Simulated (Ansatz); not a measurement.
AlBF₃H

```yaml
atoms:
  - { symbol: F, position_ang: [-0.9660, -0.3581, 0.6791] }
  - { symbol: Al, position_ang: [-0.1735, -1.2632, -0.5758] }
  - { symbol: B, position_ang: [1.3086, 0.8538, -0.8067] }
  - { symbol: F, position_ang: [0.5209, 1.5039, 1.2474] }
  - { symbol: F, position_ang: [2.4506, 1.3733, -0.6953] }
  - { symbol: H, position_ang: [-0.1699, 0.8454, 1.1561] }
```

Geometry: PBE0-D4/def2-TZVP.

Method: Ansatz, RKS PBE0-D4/def2-TZVPP.

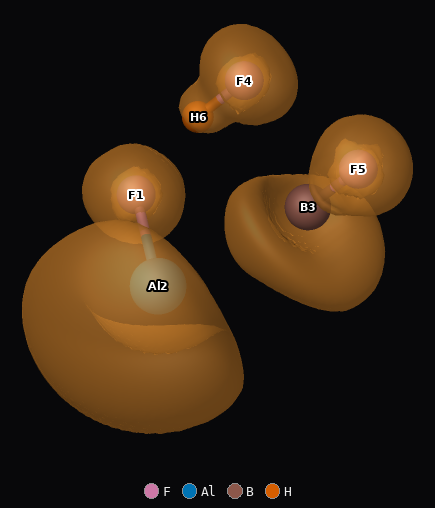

Figure 1. Isosurface of the electron localisation function at 0.75 (orange), seen at a tilt. Core shells and regions of very low density are left out.

Describe the localisation domains.

Answer. The surface consists of one region on F in which the atom's valence shell and bonds are merged, one lobe on Al, pointing away from the bonds (lone pairs), one region wrapped around B (its valence shell), one region wrapped around F (its valence shell) and one joined region spread over several atoms (F, H), in which their bonds and any lone pairs are merged.


B–F (1.26 Å): the ELF peaks at about 0.85 between the atoms (a short, strongly polar bond). Al–F (1.74 Å): the ELF peaks at about 0.85 in the valence shell of F, 0.5 Å from its nucleus, and is about 0.35 at the midpoint.

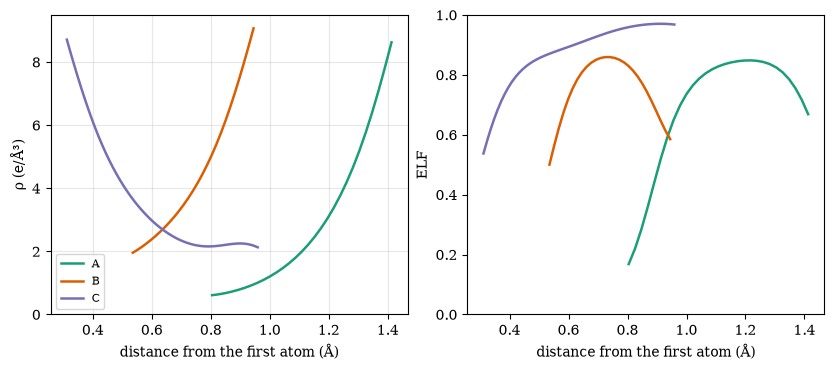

Figure 2. Total electron density and electron localisation function along straight lines between neighbouring atoms. The curves leave out the atomic cores.

Which curve belongs to which contact (Al–F, B–F and F–H)? The first atom named is at distance zero.

Answer. Curve A: Al–F (1.74 Å): ρ is about 0.72 e/Å³ halfway; the ELF peaks at about 0.85 in the valence shell of F, 0.5 Å from its nucleus, and is about 0.35 at the midpoint. Curve B: B–F (1.26 Å): ρ at the midpoint is about 2.6 e/Å³; the ELF peaks at about 0.85 between the atoms; a short, strongly polar bond. Curve C: F–H (0.96 Å): the density is about 4.5 e/Å³ at the midpoint; the ELF climbs to about 0.95 towards the hydrogen, as it does in any bond to H: a covalent bond by its length.
